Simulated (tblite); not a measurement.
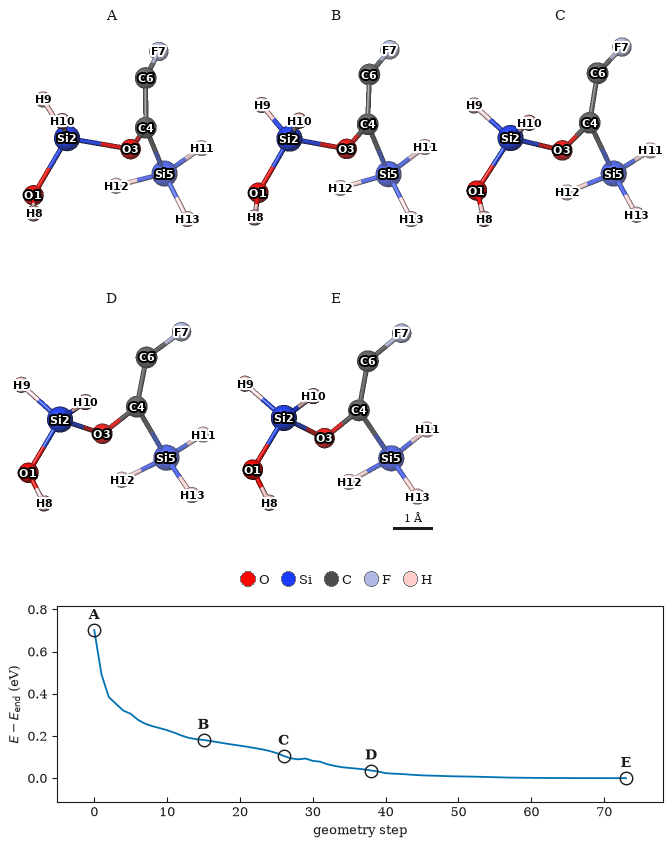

Frames of a relaxation of C$_{2}$H$_{6}$FO$_{2}$Si$_{2}$ (multiplicity 2), marked on the history of the run. A ball-and-stick model, seen from a free direction.

Level of theory: GFN2-xTB geometry optimisation, gas phase in tblite 0.8.0. 

**What happens along the run?**

The largest move after the best rigid fit is that of O3, 1.05 Å. By element the largest moves are O 1.05 Å, H 0.78 Å, F 0.68 Å, C 0.34 Å, Si 0.20 Å. Near-neighbour distances that change, for instance: O1–Si2 1.721 → 1.617 Å, Si2–O3 1.731 → 1.640 Å, C4–Si5 1.873 → 1.931 Å, O3–C4 1.394 → 1.349 Å. Bond angles that change, for instance: Si2–O3–C4 115.9° → 128.9°, Si2–O1–H8 108.8° → 121.4°, O3–C4–Si5 117.5° → 106.5°. Groups turn about Si2–O3 by about 70°, O3–C4 by about 60°, O1–Si2 by about 60°. Over 73 geometry steps the energy falls by 0.702 eV. From step 0 to 15: H10 moves most (0.34 Å), energy −0.521 eV. From step 15 to 26: O and H atoms move most (0.35 Å), energy −0.075 eV. From step 26 to 38: O3 moves most (0.40 Å), energy −0.069 eV. From step 38 to 73: H10 moves most (0.21 Å), energy −0.036 eV.
